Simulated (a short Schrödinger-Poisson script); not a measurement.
Structure: symmetric double-gate stack, SiO2 on p-type Ge(111), at 300 K.

```
layer  material  thickness (nm)  Na (cm⁻³)
-----  --------  --------------  ---------
1          SiO2             3.9          -
2            Ge               6       1e15
3          SiO2             3.9          -
```

The device is made up for the run: typed textbook-type constants, with dimensions and the other settings drawn at random. SiO2: permittivity 3.9, conduction-band edge (eV) 3.1, gap (eV) 9, electron mass (mₑ) 0.5. Ge: permittivity 16, conduction-band edge (eV) 0, gap (eV) 0.664, Nv at 300 K (cm⁻³) 6e18.

Channel valleys (confinement mass, in-plane density-of-states mass, number): L1 1.59, 0.08, 1; L3 0.09, 0.34, 3. At the gates, both at one voltage, the conduction-band edge of layer 1 lies 3.41 eV − eVg above the Fermi level of the channel. Gaps are held at their typed values at every temperature. Mesh 0.03 nm at interfaces.

Solved with a short Schrödinger-Poisson script written for these runs: 1D Poisson equation in equilibrium, electrons quantum, Hartree (BenDaniel-Duke, 12 states a valley, the channel's in-plane mass for all, wave functions free to enter the dielectric), parabolic valleys, classical holes, full ionisation, no traps, pinning or gate leakage.

Only gate voltages with over 1e8 electrons/cm² are shown.

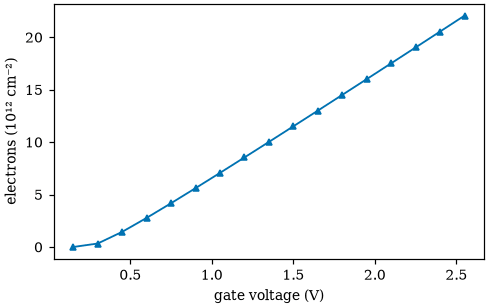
Figure. Sheet density against gate voltage

```tsv
Vg (V)	electrons (cm⁻²)	C (μF/cm²)	L1 E0 (meV)	L1 E1 (meV)	L3 E0 (meV)	L3 E1 (meV)
0.15	3.68e9	0.0229	166.8	185.9	231.2	452.8
0.3	3.34e11	0.901	49.6	68.1	113.8	334.6
0.45	1.45e12	1.36	9.9	26.5	73.3	291.6
0.6	2.78e12	1.47	-8.8	5.7	54.0	269.3
0.75	4.18e12	1.52	-21.2	-8.7	41.3	253.5
0.9	5.61e12	1.55	-30.6	-20.1	31.7	240.9
1.05	7.07e12	1.56	-38.6	-29.7	23.9	230.2
1.2	8.54e12	1.58	-45.7	-38.3	17.2	220.8
1.35	1.00e13	1.59	-52.2	-46.2	11.5	212.2
1.5	1.15e13	1.59	-58.4	-53.5	6.3	204.2
1.65	1.30e13	1.60	-64.5	-60.5	1.5	196.8
1.8	1.45e13	1.61	-70.4	-67.2	-2.8	189.8
1.95	1.60e13	1.61	-76.3	-73.7	-6.9	183.1
2.1	1.75e13	1.61	-82.1	-80.0	-10.8	176.7
2.25	1.90e13	1.62	-87.9	-86.2	-14.4	170.5
2.4	2.05e13	1.62	-93.6	-92.3	-17.9	164.6
2.55	2.21e13	1.62	-99.3	-98.3	-21.3	158.8
```

Subbands count from the Fermi level. The capacitance is that of both gates.

Only the L valleys are kept; under strong confinement the Δ valleys of Ge fill too.
